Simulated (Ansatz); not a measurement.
# Cl₂F₂H₂Si₂: one species, many methods, part 2 of 2

Ansatz 0.2.0, Gaussian basis; functionals in def2-TZVPP, the program's frozen cores in correlated methods.

## 7. ωB97M-V (range-separated)

Input file in.yaml:

```yaml
crystal:
  periodic: [false, false, false]
  atoms:
    - {symbol: F, position_ang: [-1.045655, 0.780450, -1.789732]}
    - {symbol: Si, position_ang: [-0.400852, -0.457439, -1.033599]}
    - {symbol: F, position_ang: [-1.548429, -1.529020, -0.785240]}
    - {symbol: Si, position_ang: [0.417355, 0.283016, 1.039527]}
    - {symbol: Cl, position_ang: [2.019210, 1.499750, 0.652075]}
    - {symbol: Cl, position_ang: [-1.049101, 1.326298, 2.006298]}
    - {symbol: H, position_ang: [0.613899, -1.065791, -1.922285]}
    - {symbol: H, position_ang: [0.878373, -0.802764, 1.932957]}
basis:
  gaussian: {orbitals: def2-TZVPP}
hamiltonian: {xc: {name: wB97M-V}}
output: {forces: true, orbitals: {seedname: orbitals}}
```

Command:

```sh
$ ansatz run in.yaml --threads 4 --pin off --events-out ev --progress --plain --max-ram 10444MiB
```

The program printed (excerpt; [...] marks lines left out):

```text
Functional definition: wB97M-V
  name "wB97M-V"
  cite "Mardirossian & Head-Gordon, J. Chem. Phys. 144, 214110 (2016) doi:10.1063/1.4952647"
  cite "Becke, J. Chem. Phys. 107, 8554 (1997) doi:10.1063/1.475007"
  cite "Vydrov & Van Voorhis, J. Chem. Phys. 133, 244103 (2010) doi:10.1063/1.3521275"
  # Of w^i u^j: cxij and so on, Table III.
[...]
  gx(w, u) = 1 - cx + cx01*u + cx10*w
  gss(w, u) = css00 + css04*u^4 + css10*w + css20*w^2 + css43*w^4*u^3
  gos(w, u) = cos00 + cos10*w + (cos20 + cos21*u)*w^2 + (cos60 + cos61*u)*w^6
[...]
      + integral(e_c_pw_mod_opposite_spin*gos(b97_w_opposite, b97_u_opposite)) + vv10(b, c)
1632 factors; their error is unknown
281 factors; integrals over basis functions are off by at most 2.7e-5 eV
[...]
mean field -46273.53637403 eV, -1700.5210964160 hartree, gradient 5.5e-5 eV, S^2 0.000000; 0 other end points of the search recorded, 0 dependent functions left out
[...]
reference -46273.53642207 eV, -1700.5210981815 hartree; 41, 41 occupied and 217, 217 virtual orbitals, 1632 factors
Total energy: -46273.53642207 eV, -1700.5210981815 hartree
Atom 0 at    -1.045655     0.780450    -1.789732 Å, force    -0.054865     0.126848    -0.056802 eV/Å
Atom 1 at    -0.400852    -0.457439    -1.033599 Å, force     0.335467    -0.060993     0.037458 eV/Å
Atom 2 at    -1.548429    -1.529020    -0.785240 Å, force    -0.101581    -0.096261     0.036541 eV/Å
Atom 3 at     0.417355     0.283016     1.039527 Å, force     0.001144    -0.247266    -0.027476 eV/Å
Atom 4 at     2.019210     1.499750     0.652075 Å, force     0.031285     0.033920    -0.010120 eV/Å
Atom 5 at    -1.049101     1.326298     2.006298 Å, force    -0.032414     0.031347     0.016329 eV/Å
Atom 6 at     0.613899    -1.065791    -1.922285 Å, force    -0.121972     0.078408     0.114949 eV/Å
Atom 7 at     0.878373    -0.802764     1.932957 Å, force    -0.057066     0.133998    -0.110880 eV/Å
Dipole moment:     0.242544    -0.224859     0.037103 e Å
```

It took 15 s on 4 threads of Arm Neoverse V1, shared host; peak memory 1.1 GiB.

Atomisation energy: 682.1 kcal/mol (free atoms -46243.958 eV, run apart). HOMO -10.55 eV, LUMO 0.72 eV.

## 8. B2PLYP (double hybrid)

in.yaml, as its differences from that of step 7:

```diff
@@ -13,3 +13,2 @@
   gaussian: {orbitals: def2-TZVPP}
-hamiltonian: {xc: {name: wB97M-V}}
-output: {forces: true, orbitals: {seedname: orbitals}}
+hamiltonian: {xc: {name: B2PLYP}}
```

Launched as before.

The program printed (excerpt; [...] marks lines left out):

```text
Functional definition: B2PLYP
  name "B2PLYP"
  cite "Grimme, J. Chem. Phys. 124, 034108 (2006) doi:10.1063/1.2148954"
  cite "Becke, Phys. Rev. A 38, 3098 (1988) doi:10.1103/PhysRevA.38.3098"
  cite "Lee, Yang & Parr, Phys. Rev. B 37, 785 (1988) doi:10.1103/PhysRevB.37.785"
[...]
1561 factors; integrals over basis functions are off by at most 8.9e-4 eV
[...]
mean field -46250.96047682 eV, -1699.6914474960 hartree, gradient 7.2e-6 eV, S^2 0.000000; 0 other end points of the search recorded, 0 dependent functions left out
22 core orbitals not correlated: weight in the atoms' cores, before any rotation towards them, 1.000 or more for the frozen orbitals, at most 0.000 for the correlated occupied ones
reference -46250.96066152 eV, -1699.6914542839 hartree; 19, 19 occupied and 217, 217 virtual orbitals, 1561 factors
second order -36.07051415 eV of doubles, -0.00000000 eV of singles
Total energy: -46260.69970034 eV, -1700.0493573592 hartree
```

Wall time 6.5 s (4 threads of Arm Neoverse V1, shared host); peak memory 0.72 GiB.

Atomisation energy: 667.9 kcal/mol (free atoms -46231.737 eV, run apart).

## 9. Orbital energies across the functionals

Dipoles come from the runs that computed forces. Levels are read from the orbital files that the runs wrote:

```
functional  HOMO (eV)  LUMO (eV)  gap (eV)  dipole (D)
    PBE-D4      -7.22      -1.98      5.24        1.47
 r2SCAN-D4      -7.54      -1.73      5.81        1.54
   PBE0-D4      -8.51      -1.14      7.36            
  B3LYP-D4      -8.31      -1.30      7.00        1.63
   ωB97X-V     -10.80       0.97     11.77            
   ωB97M-V     -10.55       0.72     11.27        1.60
```

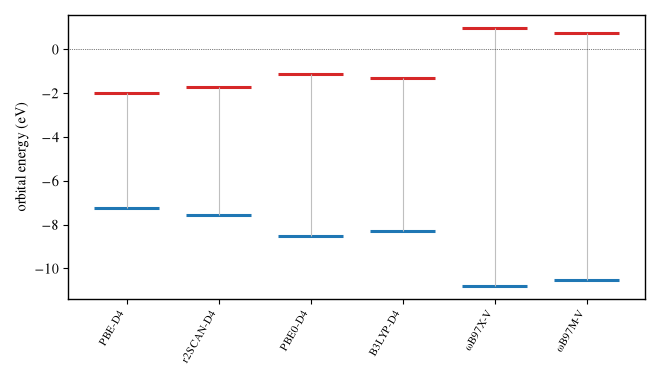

Highest occupied (blue) and lowest empty (red) level by functional.

## 10. CCSD(T) in def2-TZVPP

in.yaml, as its differences from that of step 8:

```diff
@@ -13,2 +13,2 @@
   gaussian: {orbitals: def2-TZVPP}
-hamiltonian: {xc: {name: B2PLYP}}
+correlation: {method: ccsd_t}
```

The command is unchanged.

The program printed (excerpt; [...] marks lines left out):

```text
Functional definition: HF
  name "HF"
  cite "Fock, Z. Phys. 61, 126 (1930) doi:10.1007/BF01340294"
  parent pbe
[...]
1561 factors; integrals over basis functions are off by at most 8.9e-4 eV
[...]
mean field -46185.67196822 eV, -1697.2921390592 hartree, gradient 6.9e-6 eV, S^2 0.000000; 0 other end points of the search recorded, 0 dependent functions left out
22 core orbitals not correlated: weight in the atoms' cores, before any rotation towards them, 1.000 or more for the frozen orbitals, at most 0.000 for the correlated occupied ones
reference -46185.67196822 eV, -1697.2921390592 hartree; 19, 19 occupied and 217, 217 virtual orbitals, 1561 factors
second order -29.97986302 eV of doubles, -0.00000000 eV of singles
cycle   1  -30.58654121 eV  change   -6.1e-1 eV  update   1.1e-1
[...]
cycle   9  -31.35011457 eV  change   -1.9e-5 eV  update   1.8e-5
perturbative correction -1.12300638 eV, -0.0412697234 hartree
Total energy: -46218.14508917 eV, -1698.4855042431 hartree
```

Run time: 4 min. Hardware: 4 threads of Arm Neoverse V1, shared host; peak memory 5.6 GiB.

## 11. MP2 in def2-QZVPP

in.yaml, as its differences from that of step 10:

```diff
@@ -12,3 +12,3 @@
 basis:
-  gaussian: {orbitals: def2-TZVPP}
-correlation: {method: ccsd_t}
+  gaussian: {orbitals: "def2-QZVPP.json"}
+correlation: {method: mp2}
```

Launched as before.

The program printed:

```text
Functional definition: HF
  name "HF"
  cite "Fock, Z. Phys. 61, 126 (1930) doi:10.1007/BF01340294"
  parent pbe
  exchange = exact_x
  correlation = 0
2720 factors; integrals over basis functions are off by at most 6.9e-4 eV
mean field evaluation 1: about -46183.6955 eV, gradient 3.9e1 eV
mean field evaluation 2: about -46183.8871 eV, gradient 4.0e1 eV
mean field evaluation 4: about -46187.0825 eV, gradient 2.9e0 eV
mean field evaluation 8: about -46187.1318 eV, gradient 2.4e-1 eV
mean field -46187.13203908 eV, -1697.3457956735 hartree, gradient 3.1e-6 eV, S^2 0.000000; 0 other end points of the search recorded, 0 dependent functions left out
22 core orbitals not correlated: weight in the atoms' cores, before any rotation towards them, 1.000 or more for the frozen orbitals, at most 0.000 for the correlated occupied ones
reference -46187.13203908 eV, -1697.3457956735 hartree; 19, 19 occupied and 413, 413 virtual orbitals, 2720 factors
second order -32.92681777 eV of doubles, -0.00000000 eV of singles
Total energy: -46220.05885684 eV, -1698.5558339078 hartree
```

It took 22 s on 4 threads of Arm Neoverse V1, shared host; peak memory 2.5 GiB.

The pieces so far (eV):

```
     basis           HF  MP2 correlation  CCSD correlation      (T)              total
def2-TZVPP  -46185.6720         -29.9799          -31.3501  -1.1230        -46218.1451
def2-QZVPP  -46187.1320         -32.9268                             -46220.0589 (MP2)
```

The report of the def2-TZVPP run gives T1 = 0.0112.

## 12. From triple and quadruple zeta to the limit

No new run: Hartree-Fock is extrapolated as exp(−7.88√X) and correlation as X^−2.97, with X = 3 and 4; only MP2 was run in the larger set, so CCSD(T) minus MP2 is added from the smaller one.

```
  level  energy at the limit (eV)
     HF               -46187.3331
    MP2               -46222.4429
   CCSD               -46223.8131
CCSD(T)               -46224.9362
```

## 13. All levels against the reference

Free atoms (2 F, 2 Si, 2 Cl, 2 H) were run apart at each level; the atomisation energy is their sum less the molecule, without zero-point or spin-orbit terms.

Differences are taken before rounding.

```
            method             rung  atoms, summed (eV)  atomisation energy (kcal/mol)  from CCSD(T)/CBS (kcal/mol)     time
            PBE-D4              GGA          -46223.985                          685.3                         +1.1    2.7 s
         r2SCAN-D4         meta-GGA          -46242.255                          683.8                         -0.3      6 s
           PBE0-D4           hybrid          -46228.016                          673.7                        -10.5    4.3 s
          B3LYP-D4           hybrid          -46250.180                          671.5                        -12.7      7 s
           ωB97X-V  range-separated          -46239.300                          685.3                         +1.1     11 s
           ωB97M-V  range-separated          -46243.958                          682.1                         -2.1     15 s
            B2PLYP    double hybrid          -46231.737                          667.9                        -16.3    6.5 s
     HF/def2-TZVPP     wavefunction          -46163.534                          510.5                       -173.7         
    MP2/def2-TZVPP     wavefunction          -46185.972                          684.4                         +0.3         
   CCSD/def2-TZVPP     wavefunction          -46188.908                          648.3                        -35.8         
CCSD(T)/def2-TZVPP     wavefunction          -46189.544                          659.6                        -24.6    4 min
           MP2/CBS     wavefunction          -46191.696                          709.0                        +24.9         
       CCSD(T)/CBS     wavefunction          -46195.268                          684.2                            0  4.3 min
```

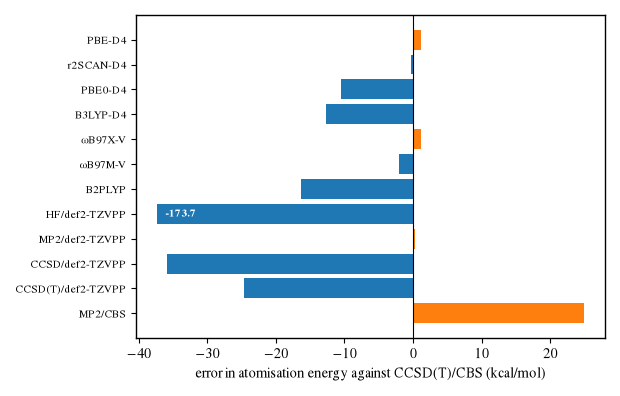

How far each level lands from CCSD(T)/CBS. Bars with a number in them are cut short.

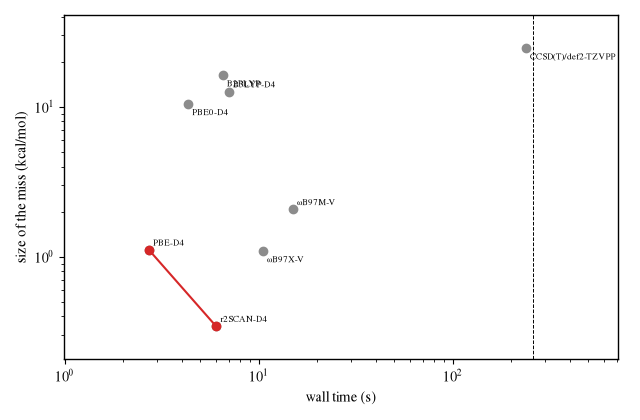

Miss against cost. Red marks the levels that no quicker level drawn beats (of those quicker than the yardstick), and the dashed line is the time of CCSD(T)/CBS. Times are from a shared host.

B2PLYP carry no dispersion term (for B3LYP, D4 adds 10.3 kcal/mol).

Times are those of the molecule's run; HF, MP2 and CCSD come out of the CCSD(T) runs, and the limit's time is the sum of the runs that it needs.

## 14. What came out

What follows sums up all 2 parts.

```
                               quantity                                 value
        atomisation energy, CCSD(T)/CBS                        684.2 kcal/mol
functionals within 3.4 kcal/mol (0.5 %)   PBE-D4, r2SCAN-D4, ωB97X-V, ωB97M-V
                               farthest               B2PLYP (-16.3 kcal/mol)
             mean size of error, hybrid                         11.6 kcal/mol
    mean size of error, range-separated                          1.6 kcal/mol
              gap, smallest and largest  5.24 eV (PBE-D4), 11.77 eV (ωB97X-V)
                          T1 diagnostic                                0.0112
triples share of the correlation energy                                 3.5 %
```

What this shows: PBE-D4 misses by +1.1 kcal/mol. Double hybrids carry the basis error of their MP2 part in triple zeta, and no dispersion term here, so their miss is partly the set-up's. Misses under about 3.4 kcal/mol are within the doubt on the reference itself, which lacks core-valence correlation, relativity and higher excitations. Hartree-Fock recovers 75 % of the binding; the rest is correlation. Orbital gaps span 5.2 to 11.8 eV; exact exchange widens them.

For cost: r2SCAN-D4 gets within 0.3 kcal/mol in 6 s, where CCSD(T)/CBS took 4.3 min; the quickest level in the cost chart, PBE-D4, takes 2.7 s and misses by 1.1 kcal/mol.
